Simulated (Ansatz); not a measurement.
**NbWCN: from a guess to a relaxed structure**

The task: take a trial cell of NbWCN to zero force and stress.

Program: Ansatz 0.2.0. Level of theory: DFT PBE, scalar-relativistic, plane waves, PAW. These are calculated values, not measurements.

1 further run of the same task is left out (set aside as unsound or not needed). Runs told in other sessions of the task aren't counted.

## (1) The system as given

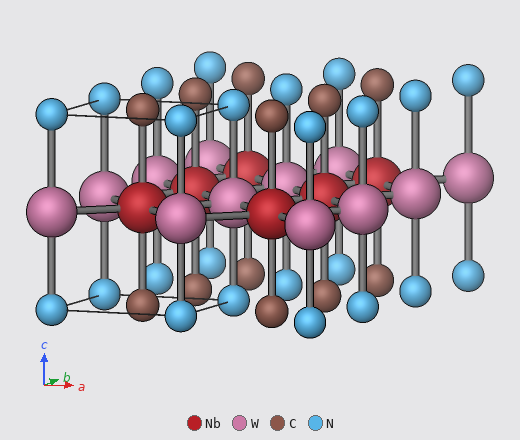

Start, viewed slightly off an axis; niobium red, tungsten pink, carbon brown, nitrogen blue. 2×3×1 cells are drawn. Atoms on the faces are drawn again on the opposite ones.

As a file:

```cif
data_structure
_symmetry_space_group_name_H-M 'P 1'
_symmetry_Int_Tables_number 1
_cell_length_a 3.4768
_cell_length_b 3.4768
_cell_length_c 4.9056
_cell_angle_alpha 90.000
_cell_angle_beta 90.000
_cell_angle_gamma 90.000
_cell_volume 59.30
loop_
_atom_site_label
_atom_site_type_symbol
_atom_site_fract_x
_atom_site_fract_y
_atom_site_fract_z
_atom_site_occupancy
Nb1 Nb 0.50000 0.50000 0.50000 1
W1 W 0.00000 0.00000 0.50000 1
C1 C 0.50000 0.50000 0.00000 1
N1 N 0.00000 0.00000 0.00000 1
```

A structure generator made this guess: species swapped into a database cell of SnTePbSe (P4/mmm, No. 123), with Nb on the Sn sites, C on the Te sites, N on the Pb sites and W on the Se sites. Lengths come from tabulated atomic sizes and are only a guess.

## (2) A first look at the guess

input.yaml

```yaml
crystal:
  lattice:
    - [3.47683377, 0.0, 0.0]
    - [0.0, 3.47683377, 0.0]
    - [0.0, 0.0, 4.90561793]
  atoms:
    - { symbol: Nb, position: [0.5, 0.5, 0.5] }
    - { symbol: W, position: [0.0, 0.0, 0.5] }
    - { symbol: C, position: [0.5, 0.5, 0.0] }
    - { symbol: "N", position: [0.0, 0.0, 0.0] }
basis:
  ecutwfc: 420
kpoints:
  mp_grid: { grid: [6, 6, 4] }
hamiltonian:
  xc: pbe
scf:
  occupations: { method: gaussian, width: 0.1 }
  lower_state_search: "off"
output:
  forces: true
  stress: true
  eigenvalues: true
```

Run with:

```console
$ ansatz run input.yaml --threads 1 --pin off --max-ram 2560MiB --backend cpu --events-out ev --progress --plain --runs-dir out
```

What it wrote, shortened:

```text
Warning: RAYON_NUM_THREADS=1 ignored (pool sized by the plan → 1); use --threads N
[...]
Pseudopotentials: kind: paw
Pseudopotential: Nb, paw, valence charge 13, recommended cutoff 420 eV (normal), Nb.paw.azcp
Pseudopotential: W, paw, valence charge 14, recommended cutoff 420 eV (normal), W.paw.azcp
Pseudopotential: C, paw, valence charge 4, recommended cutoff 420 eV (normal), C.paw.azcp
Pseudopotential: N, paw, valence charge 5, recommended cutoff 420 eV (normal), N.paw.azcp
Functional definition: PBE
[...]
Crystal: 4 atoms, lattice volume = 59.301 Å³
Basis set: ecut = 420 eV, 1149 PW (Γ), exchange–correlation on 48×48×72 points (8 copies of the dense FFT grid, shifted against one another)
Bands: 22, of which v1, the nominal top of the filled ones, is band 18 counted from 1 (17 counted from 0)
Symmetry: 16 space group operations
Space group: P4/mmm (ITA 123), of the structure as read, at distance tolerance 3.9e-5 Å
k-points: 30 of 144
[...]
SCF iter   1: F=—  HF=-15561.669529 eV  |F-HF|=—  |Δ(HF+E_count)|=         —  Δρ=7.65e-3  dr2=3.83e-2  ethr=1.77e-3  ⟨swp⟩=5.1  Hψ=2900  notcnv=0
[...]
SCF iter   6: F=-15561.662940 eV  HF=-15561.662940 eV  |F-HF|=1.69e-8  |Δ(HF+E_count)|=   5.11e-7  Δρ=9.47e-6  dr2=6.01e-8  ethr=2.78e-10  ⟨swp⟩=3.5  Hψ=2653  notcnv=0
[...]
SCF converged after 6 iterations
Free energy (F): -15561.662940 eV
[...]
E sigma→0 (E₀):  -15561.649067 eV
Entropy (-TS):   -0.027747 eV (-6.937 meV/atom)
Fermi energy:    12.494453 eV
[...]
--- Forces (eV/Å), atoms counted from 1 ---
  atom   1  Nb     0.00000000     0.00000000     0.00000000
  atom   2  W     -0.00000000     0.00000000     0.00000000
  atom   3  C      0.00000000     0.00000000     0.00000000
  atom   4  N     -0.00000000     0.00000000     0.00000000
[...]
--- Stress (GPa, compression-positive) ---
       20.709201       0.000000       0.000000
        0.000000      20.709201       0.000000
        0.000000       0.000000     -55.418881
  P = ⅓ Tr σ = -4.6668 GPa (-46.668 kbar)
--- Band table (eV; the first three rows and the last of 30) ---
  k-point 0: bands = ["-61.2561", "-41.9025", "-25.7281", "-25.7281", "-25.5594", "-17.9628", "-17.9628", "-17.8850", "-1.2478", "4.5968", "6.8566", "7.2456", "8.2828", "9.2257", "10.5370", "10.5370", "11.2555", "11.2555", "13.1103", "13.9612", "15.5449", "15.5449"]
[...]
```

It took 3.7 s on 1 thread of AMD EPYC 7R43 (Zen 3), shared host; peak memory 0.41 GiB.

The probe gives pressure -4.7 GPa, largest force 0.00 eV/Å, gap on this mesh none (metal). A cheap, loose relaxation comes first.

## (3) Rough relaxation on the coarse mesh

input.yaml: that of step 2 with these lines changed.

```diff
@@ -23 +23,9 @@
   eigenvalues: true
+  populations: true
+magnetization:
+  spin_polarized: true
+relax:
+  adjacent_minimum: "off"
+  f_tol: 0.04
+  max_steps: 70
+  cell: { stress_tol: 0.4 }
```

Run with:

```console
$ ansatz run input.yaml --threads 1 --pin off --max-ram 2560MiB --backend cpu --events-out ev --progress --plain --runs-dir out
```

What it wrote:

```text
Warning: RAYON_NUM_THREADS=1 ignored (pool sized by the plan → 1); use --threads N
band count auto-derived: 26 (N_el = 36.0; filled up to band 18; 22 by the electrons, moments and atoms)
Engine: ansatz 0.2.0, x86_64-unknown-linux-gnu
[... 6 set-up lines as earlier in the session ...]
  parameter kappa = 0.804
  parameter beta = 0.06672455060314922
  exchange = pbe_x(kappa = kappa, mu = beta*pi^2/3)
  correlation = pbe_c(beta = beta)
Crystal: 4 atoms, lattice volume = 59.301 Å³
Basis set: ecut = 420 eV, 1149 PW (Γ), exchange–correlation on 48×48×72 points (8 copies of the dense FFT grid, shifted against one another)
Bands: 26, of which v1, the nominal top of the filled ones, is band 18 counted from 1 (17 counted from 0)
[... 2 set-up lines as earlier in the session ...]
k-points: 30 of 144
Non-local potential: Nb, projectors of the file, l = 0: 3, l = 1: 2, l = 2: 2, l = 3: 1
Non-local potential: W, projectors of the file, l = 0: 3, l = 1: 2, l = 2: 2, l = 3: 1
Non-local potential: C, projectors of the file, l = 0: 2, l = 1: 2, l = 2: 1
Non-local potential: N, projectors of the file, l = 0: 2, l = 1: 2, l = 2: 1
PAW form: soft (Blöchl's): semilocal exchange-correlation on the pseudo side does not see the compensation charge
PAW one-centre angular grid: Nb, 590 points (default); XC on 64 Gauss nodes
PAW one-centre angular grid: W, 590 points (default); XC on 64 Gauss nodes
PAW one-centre angular grid: C, 110 points (default); XC on 64 Gauss nodes
PAW one-centre angular grid: N, 110 points (default); XC on 64 Gauss nodes
Initial density: superposition of atomic densities (chi_scale 0.1, normalization cell, long waves kept (reshape's long-wave potential 0.06 eV rms))
Initial wavefunctions: pseudopotential atomic-orbital guess
Functional: x = pbe(κ = 0.804, μ = 0.2195149727645171), c = pbe(β = 0.06672455060314922)
SCF iter   1: F=—  HF=-15565.594573 eV  |F-HF|=—  |Δ(HF+E_count)|=         —  Δρ=7.48e-2 (↑7.48e-2 ↓7.48e-2)  dr2=3.48e1  dr2_m=0.00e0  M=0.000 μB ∫|m|=0.000 μB  β_m=0.30  ethr=3.10e-3  ⟨swp⟩=5.8  Hψ=3557  notcnv=0  defer=3
preconditioner: auto → Kerker (q_TF=auto, 2.511 Å⁻¹)  [metal: Δε(μ)=0.036 eV  Ē_g=6.803 eV  σ=0.100 eV  W_gap=0.19  n_scr=14 (ndim 8)  ℏωp=21.6 eV  f_vac=0.000  D(μ)=3.47/eV (n_scr^D=36)]
spin=Collinear: Kerker preconditioning applied to the charge; magnetization (m = ρ↑ − ρ↓) channel mixes plain (no charge-response kernel on spin).
SCF iter   2: F=—  HF=-15562.301656 eV  |F-HF|=—  |Δ(HF+E_count)|=    3.29e0  Δρ=2.72e-2 (↑2.72e-2 ↓2.72e-2)  dr2=3.28e0  dr2_m=0.00e0  M=0.000 μB ∫|m|=0.000 μB  β_m=0.34  ethr=3.10e-3  ⟨swp⟩=2.6  Hψ=1523  notcnv=0  defer=64
SCF iter   3: F=—  HF=-15558.536232 eV  |F-HF|=—  |Δ(HF+E_count)|=    3.77e0  Δρ=6.14e-2 (↑6.14e-2 ↓5.80e-2)  dr2=1.23e0  dr2_m=1.81e0  M=4.577 μB ∫|m|=4.577 μB  ethr=3.10e-3  ⟨swp⟩=2.0  Hψ=1154  notcnv=0  defer=57
Mixer restart at iter 3: flushing history
SCF iter   4: F=—  HF=-15561.241039 eV  |F-HF|=—  |Δ(HF+E_count)|=         —  Δρ=3.69e-2 (↑3.54e-2 ↓3.69e-2)  dr2=1.08e0  dr2_m=5.37e-1  M=1.826 μB ∫|m|=1.831 μB  β_m=0.34  ethr=3.10e-3  ⟨swp⟩=3.5  Hψ=3033  notcnv=0  defer=132
SCF iter   5: F=—  HF=-15561.383482 eV  |F-HF|=—  |Δ(HF+E_count)|=   1.42e-1  Δρ=2.95e-2 (↑2.78e-2 ↓2.95e-2)  dr2=5.39e-1  dr2_m=3.58e-1  M=1.416 μB ∫|m|=1.426 μB  β_m=0.63  ethr=3.00e-3  ⟨swp⟩=1.3  Hψ=1939  notcnv=0  defer=111
SCF iter   6: F=—  HF=-15561.669455 eV  |F-HF|=—  |Δ(HF+E_count)|=   2.86e-1  Δρ=7.69e-3 (↑7.69e-3 ↓7.40e-3)  dr2=1.36e-1  dr2_m=6.33e-3  M=0.649 μB ∫|m|=0.717 μB  β_m=0.59  ethr=1.50e-3  ⟨swp⟩=2.4  Hψ=2309  notcnv=0  defer=134
SCF iter   7: F=—  HF=-15561.665697 eV  |F-HF|=—  |Δ(HF+E_count)|=   3.76e-3  Δρ=5.78e-3 (↑5.78e-3 ↓3.81e-3)  dr2=5.41e-2  dr2_m=4.79e-3  M=0.490 μB ∫|m|=0.603 μB  β_m=0.59  ethr=3.79e-4  ⟨swp⟩=2.0  Hψ=2323  notcnv=0  defer=122
SCF iter   8: F=—  HF=-15561.664086 eV  |F-HF|=—  |Δ(HF+E_count)|=   1.61e-3  Δρ=2.26e-3 (↑2.16e-3 ↓2.26e-3)  dr2=2.82e-3  dr2_m=1.94e-3  M=0.496 μB ∫|m|=0.609 μB  β_m=0.79  ethr=1.50e-4  ⟨swp⟩=1.4  Hψ=1525  notcnv=0  defer=119
SCF iter   9: F=—  HF=-15561.666878 eV  |F-HF|=—  |Δ(HF+E_count)|=   2.79e-3  Δρ=1.08e-3 (↑1.08e-3 ↓7.92e-4)  dr2=1.37e-3  dr2_m=3.35e-4  M=0.484 μB ∫|m|=0.602 μB  β_m=0.74  ethr=7.83e-6  ⟨swp⟩=2.0  Hψ=2052  notcnv=0  defer=119
SCF iter  10: F=—  HF=-15561.667268 eV  |F-HF|=—  |Δ(HF+E_count)|=   3.91e-4  Δρ=5.57e-4 (↑5.57e-4 ↓5.19e-4)  dr2=1.01e-4  dr2_m=1.34e-4  M=0.463 μB ∫|m|=0.588 μB  β_m=0.87  ethr=3.80e-6  ⟨swp⟩=2.1  Hψ=1932  notcnv=0  defer=119
SCF iter  11: F=—  HF=-15561.667430 eV  |F-HF|=—  |Δ(HF+E_count)|=   1.61e-4  Δρ=4.11e-4 (↑4.11e-4 ↓3.87e-4)  dr2=9.88e-5  dr2_m=7.31e-5  M=0.453 μB ∫|m|=0.578 μB  β_m=0.94  ethr=2.80e-7  ⟨swp⟩=2.0  Hψ=2040  notcnv=0  defer=119
SCF iter  12: F=—  HF=-15561.667565 eV  |F-HF|=—  |Δ(HF+E_count)|=   1.36e-4  Δρ=2.25e-4 (↑1.76e-4 ↓2.25e-4)  dr2=1.43e-5  dr2_m=2.07e-5  M=0.443 μB ∫|m|=0.561 μB  β_m=0.97  ethr=2.74e-7  ⟨swp⟩=2.0  Hψ=2091  notcnv=0  defer=119
SCF iter  13: F=—  HF=-15561.667625 eV  |F-HF|=—  |Δ(HF+E_count)|=   5.92e-5  Δρ=1.12e-4 (↑1.12e-4 ↓7.12e-5)  dr2=2.79e-6  dr2_m=4.30e-6  M=0.436 μB ∫|m|=0.543 μB  β_m=0.98  ethr=3.97e-8  ⟨swp⟩=3.0  Hψ=2791  notcnv=0  defer=119
SCF iter  14: F=—  HF=-15561.667636 eV  |F-HF|=—  |Δ(HF+E_count)|=   1.11e-5  Δρ=4.57e-5 (↑4.57e-5 ↓4.26e-5)  dr2=1.03e-6  dr2_m=9.56e-7  M=0.433 μB ∫|m|=0.534 μB  β_m=0.99  ethr=7.76e-9  ⟨swp⟩=2.1  Hψ=2103  notcnv=0  defer=119
iter 15 did not close the SCF: its close was put off for a magnetic moment that had not settled (scf_convergence_deferred on its scf_iter line)
SCF iter  15: F=-15561.667638 eV  HF=-15561.667638 eV  |F-HF|=1.03e-7  |Δ(HF+E_count)|=   2.18e-6  Δρ=1.29e-5 (↑1.29e-5 ↓1.28e-5)  dr2=3.10e-8  dr2_m=8.05e-8  M=0.432 μB ∫|m|=0.531 μB  β_m=1.00  ethr=2.78e-10  ⟨swp⟩=8.3  Hψ=7010  notcnv=0
iter 16 did not close the SCF: its close was put off for a magnetic moment that had not settled (scf_convergence_deferred on its scf_iter line)
SCF iter  16: F=-15561.667638 eV  HF=-15561.667638 eV  |F-HF|=6.07e-9  |Δ(HF+E_count)|=   2.20e-7  Δρ=3.86e-6 (↑3.86e-6 ↓2.57e-6)  dr2=1.67e-8  dr2_m=3.01e-9  M=0.433 μB ∫|m|=0.530 μB  β_m=1.00  ethr=8.62e-11  ⟨swp⟩=1.9  Hψ=4986  notcnv=0
iter 17 did not close the SCF: its close was put off for a magnetic moment that had not settled (scf_convergence_deferred on its scf_iter line)
SCF iter  17: F=-15561.667638 eV  HF=-15561.667638 eV  |F-HF|=3.39e-8  |Δ(HF+E_count)|=   1.19e-8  Δρ=3.84e-6 (↑3.84e-6 ↓3.34e-6)  dr2=3.89e-8  dr2_m=9.19e-10  M=0.433 μB ∫|m|=0.530 μB  β_m=0.83  ethr=4.65e-11  ⟨swp⟩=1.8  Hψ=4058  notcnv=0
SCF iter  18: F=-15561.667638 eV  HF=-15561.667638 eV  |F-HF|=9.64e-11  |Δ(HF+E_count)|=   2.59e-9  Δρ=6.92e-7 (↑5.63e-7 ↓6.92e-7)  dr2=4.74e-10  dr2_m=1.36e-10  M=0.433 μB ∫|m|=0.530 μB  ethr=4.65e-11  ⟨swp⟩=1.9  Hψ=3721  notcnv=0
SCF 1 converged in 18 iterations: F = -15561.667638 eV  dr2 = 4.74e-10
relax step   1: F+E_penalty+E_count = -15561.66763804 eV  Δ(F+E_penalty+E_count) = +0.000e0 eV  max|allowed force component| = 3.730e-29 eV/Å  Δτ_max = 0.0000 Å  P = -4.544 GPa  Ω = 59.301 Å³  (18 SCF iters, dr2 threshold 1.00e-7 eV, accepted)
[... from here on, the SCF cycles and remarks between the steps are left out ...]
relax step   2: F+E_penalty+E_count = -15562.94650076 eV  Δ(F+E_penalty+E_count) = -1.279e0 eV  max|allowed force component| = 4.070e-29 eV/Å  Δτ_max = 0.0000 Å  P = -4.938 GPa  Ω = 58.342 Å³  energy of the carried Pulay correction = +2.081e-3 eV  (14 SCF iters, dr2 threshold 4.00e-7 eV, accepted)
relax step   3: F+E_penalty+E_count = -15564.16139376 eV  Δ(F+E_penalty+E_count) = -1.215e0 eV  max|allowed force component| = 5.744e-30 eV/Å  Δτ_max = 0.0000 Å  P = -2.888 GPa  Ω = 57.342 Å³  energy of the carried Pulay correction = +4.240e-3 eV  (11 SCF iters, dr2 threshold 4.00e-7 eV, accepted)
relax step   4: F+E_penalty+E_count = -15565.06754239 eV  Δ(F+E_penalty+E_count) = -9.061e-1 eV  max|allowed force component| = 1.404e-28 eV/Å  Δτ_max = 0.0000 Å  P = +4.377 GPa  Ω = 56.106 Å³  energy of the carried Pulay correction = +6.764e-3 eV  (11 SCF iters, dr2 threshold 4.00e-7 eV, accepted)
relax step   5: F+E_penalty+E_count = -15565.55829112 eV  Δ(F+E_penalty+E_count) = -4.907e-1 eV  max|allowed force component| = 1.420e-29 eV/Å  Δτ_max = 0.0000 Å  P = +4.656 GPa  Ω = 58.741 Å³  energy of the carried Pulay correction = +3.597e-3 eV  (9 SCF iters, dr2 threshold 4.00e-7 eV, accepted)
relax step   6: F+E_penalty+E_count = -15565.59177521 eV  Δ(F+E_penalty+E_count) = -3.348e-2 eV  max|allowed force component| = 1.780e-29 eV/Å  Δτ_max = 0.0000 Å  P = -3.848 GPa  Ω = 62.495 Å³  energy of the carried Pulay correction = -1.491e-3 eV  (9 SCF iters, dr2 threshold 4.00e-7 eV, accepted)
relax step   7: F+E_penalty+E_count = -15565.61124489 eV  Δ(F+E_penalty+E_count) = -1.947e-2 eV  max|allowed force component| = 1.356e-29 eV/Å  Δτ_max = 0.0000 Å  P = -0.043 GPa  Ω = 61.413 Å³  energy of the carried Pulay correction = +4.592e-5 eV  (7 SCF iters, dr2 threshold 4.00e-7 eV, accepted)
relax step   8: F+E_penalty+E_count = -15565.61131409 eV  Δ(F+E_penalty+E_count) = -6.920e-5 eV  max|allowed force component| = 1.361e-29 eV/Å  Δτ_max = 0.0000 Å  P = +0.016 GPa  Ω = 61.466 Å³  energy of the carried Pulay correction = -1.440e-5 eV  (7 SCF iters, dr2 threshold 4.00e-7 eV, accepted)
relax step   9: F+E_penalty+E_count = -15565.66177073 eV  Δ(F+E_penalty+E_count) = -5.046e-2 eV  max|allowed force component| = 6.262e-30 eV/Å  Δτ_max = 0.0000 Å  P = +0.900 GPa  Ω = 61.466 Å³  stress off target by 1.48e0 GPa  SCF on the basis re-selected at this cell (its energy is not comparable with the rows above)  (8 SCF iters)
relax step  10: F+E_penalty+E_count = -15565.66550540 eV  Δ(F+E_penalty+E_count) = -3.735e-3 eV  max|allowed force component| = 5.739e-29 eV/Å  Δτ_max = 0.0000 Å  P = +0.205 GPa  Ω = 62.231 Å³  energy of the carried Pulay correction = -1.138e-3 eV  (8 SCF iters, dr2 threshold 4.00e-7 eV, accepted)
relax step  11: F+E_penalty+E_count = -15565.66677987 eV  Δ(F+E_penalty+E_count) = -1.274e-3 eV  max|allowed force component| = 7.100e-30 eV/Å  Δτ_max = 0.0000 Å  P = +0.207 GPa  Ω = 62.231 Å³  stress off target by 2.17e-1 GPa  SCF on the basis re-selected at this cell (its energy is not comparable with the rows above)  (4 SCF iters)
basis re-selected at this cell: Δ(F+E_penalty+E_count) = -1.274e-3 eV, ΔP = +0.001 GPa vs the last step (what re-selecting the basis moved, of the pressure what is left beyond the Pulay correction that the steps carried, after the strain that the cell walked since its last selection, with what the two solves' SCF thresholds leave and, on support functions, any second-order correction that the steps lacked; it is no measure of the basis error at this ecutwfc). This SCF's stress stands 2.17e-1 GPa from its target on what of the cell is left free (relax.cell.stress_tol is 4.00e-1 GPa) and its largest allowed force component is 7.10e-30 eV/Å (relax.f_tol is 4.00e-2 eV/Å): within both
SCF converged after 4 iterations
Magnetization: 0.0000 μB (18.0000 up, 18.0000 down)
Absolute magnetization: 0.0000 μB (∫|ρ↑−ρ↓|, with the PAW one-centre terms)
Spin contamination: 0.0000 ħ² per cell (⟨S²⟩ above its minimum at these occupations)
Per-site moments (μB) at R_I (Å): [(-2.2676429083242568e-9, 0.8194394772367998), (-3.7975218783660565e-9, 0.8194394772367998), (2.3447123509099522e-8, 0.8194394772367998), (1.7443808311968073e-8, 0.8194394772367998)]
Free energy (F): -15565.666780 eV
Harris-Foulkes:  -15565.666780 eV  (|F-HF|=2.77e-9)
Internal energy: -15565.649345 eV  (E = F + TS)
E sigma→0 (E₀):  -15565.658062 eV
Entropy (-TS):   -0.017435 eV (-4.359 meV/atom)
Fermi energy:    11.548771 eV
--- Per-component energies (eV) ---
  E_band       = -333.251213
  E_kinetic    = 1047.729178
  E_local      = -2235.963932  (includes V_loc(G=0)·N_el)
  E_nonlocal   = 197.255650
  E_hartree    = 746.141622
  E_xc         = -543.997431
  E_vxc        = -578.712881  (∫ρ·V_xc dr)
  E_paw        = -11860.394818  (= ΣΔE_a)
  E_vpaw       = -255.844106  (= ΣTr[D̂ρ^β])
  E_aug_tail   = 0.000034  (compensation charges beyond the density's cutoff)
  E_ewald      = -2916.419648
  E_smearing   = -0.017435  (= −TS)
  E_closure    = 0.000000  (closes the sum)
  Σ components = -15565.666780   (vs F -15565.666780, Δ=0.00e0)
--- Forces (eV/Å), atoms counted from 1 ---
  atom   1  Nb     0.00000000     0.00000000     0.00000000
  atom   2  W     -0.00000000     0.00000000     0.00000000
  atom   3  C      0.00000000     0.00000000     0.00000000
  atom   4  N     -0.00000000    -0.00000000     0.00000000
  max |Σ_I F_I| component: 2.21e-29 eV/Å
--- Stress (GPa, compression-positive) ---
        0.217149       0.000000       0.000000
        0.000000       0.217149       0.000000
        0.000000       0.000000       0.186431
  P = ⅓ Tr σ = 0.2069 GPa (2.069 kbar)
--- Band table (eV; the first three rows and the last of 60) ---
  k-point 0 ↑: bands = ["-62.2154", "-42.6990", "-26.5210", "-26.4666", "-26.4666", "-18.9138", "-18.8485", "-18.8485", "-2.7213", "1.9850", "7.2780", "8.3166", "9.0566", "9.4739", "9.4739", "9.9183", "11.2260", "11.2260", "12.9305", "13.1363", "13.1363", "14.3756", "14.3756", "15.9851", "17.9176", "17.9938"]
[... 3 lines left out ...]
--- Relaxed structure (9 steps of the walk, 9 accepted, 2 SCFs on fresh bases) ---
  F+E_penalty+E_count = -15565.66677987 eV   max|allowed force component| = 7.100e-30 eV/Å   (the final SCF, on the basis selected at the relaxed cell)
  cell:  # Å, volume = 62.2313 Å³
    - [3.957699480278228, 2.5542350626431383e-33, 0.0]
    - [2.5542350626431383e-33, 3.957699480278228, 0.0]
    - [0.0, 0.0, 3.9730398896329686]
  atoms:
    - { symbol: Nb, position: [0.5000000000000001, 0.5000000000000001, 0.5] }
    - { symbol: W, position: [1.793450367556642e-33, 1.4004248865483633e-34, 0.5] }
    - { symbol: C, position: [0.5000000000000001, 0.5000000000000001, 0.0] }
    - { symbol: N, position: [2.4116747526435197e-34, -8.368401891691692e-35, 0.0] }
--- Löwdin populations: 4 sites ---
  site symbol       q [e]    m [muB]
     0     Nb     12.7017    -0.0000
     1      W     13.3542    -0.0000
     2      C      4.3151     0.0000
     3      N      5.5112     0.0000
  spilling = 0.003271 (of n_electrons = 36.000000)
```

Wall time 56 s (1 thread of AMD EPYC 7R43 (Zen 3), shared host); peak memory 0.43 GiB.

Step by step:

| step | E - E(step 1) (eV/cell) | largest force component (eV/Å) | pressure (GPa) | volume (Å³) |
| --- | --- | --- | --- | --- |
| 1 | 0.0000 | 0.0000 | -4.54 | 59.30 |
| 2 | -1.2789 | 0.0000 | -4.94 | 58.34 |
| 3 | -2.4938 | 0.0000 | -2.89 | 57.34 |
| 4 | -3.3999 | 0.0000 | 4.38 | 56.11 |
| 5 | -3.8907 | 0.0000 | 4.66 | 58.74 |
| 6 | -3.9241 | 0.0000 | -3.85 | 62.49 |
| 7 | -3.9436 | 0.0000 | -0.04 | 61.41 |
| 8 | -3.9437 | 0.0000 | 0.02 | 61.47 |
| 9 | -3.9941 | 0.0000 | 0.90 | 61.47 |
| 10 | -3.9979 | 0.0000 | 0.21 | 62.23 |
| 11 | -3.9991 | 0.0000 | 0.21 | 62.23 |

Step 1 is the start. Steps 9, 11 each repeat the geometry before them on a plane-wave basis chosen anew, so the energy can jump there without any move.

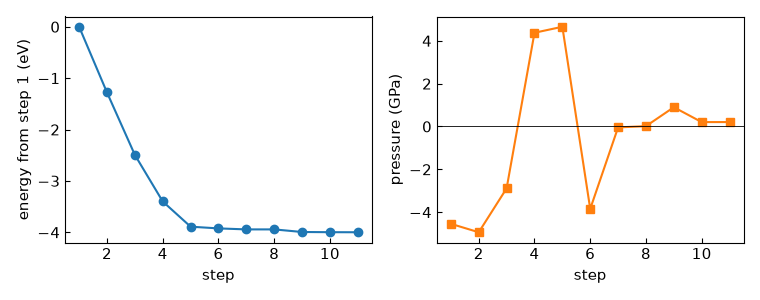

Energy and pressure along the relaxation.

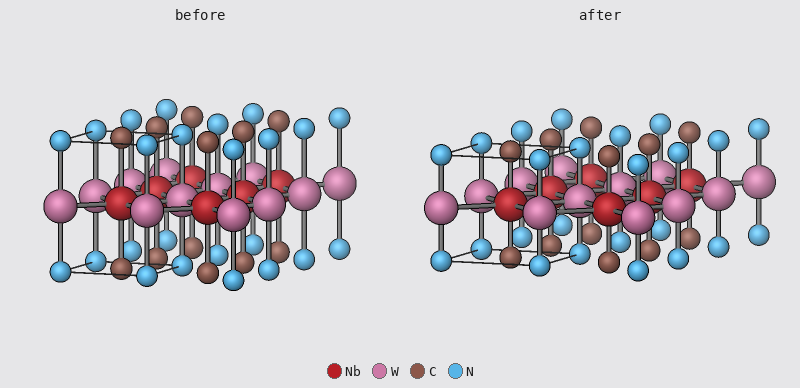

The structure before (left) and after (right) the relaxation, drawn at the same scale.

|  | before | after | change |
| --- | --- | --- | --- |
| a (Å) | 3.477 | 3.958 | +13.8 % |
| b (Å) | 3.477 | 3.958 | +13.8 % |
| c (Å) | 4.906 | 3.973 | -19.0 % |
| volume (Å³/atom) | 14.83 | 15.56 | +4.9 % |
| shortest distance (Å) | 2.453 | 1.987 | -19.0 % |
| space group (0.01 Å) | P4/mmm | P4/mmm | same |

Forces and stress were held to the start's 16 operations: a distortion of lower symmetry was not tested.

Site by site:

| atom | Löwdin electrons |
| --- | --- |
| Nb1 | 12.70 |
| W2 | 13.35 |
| C3 | 4.32 |
| N4 | 5.51 |

(Part 1 of 2 ends here.)
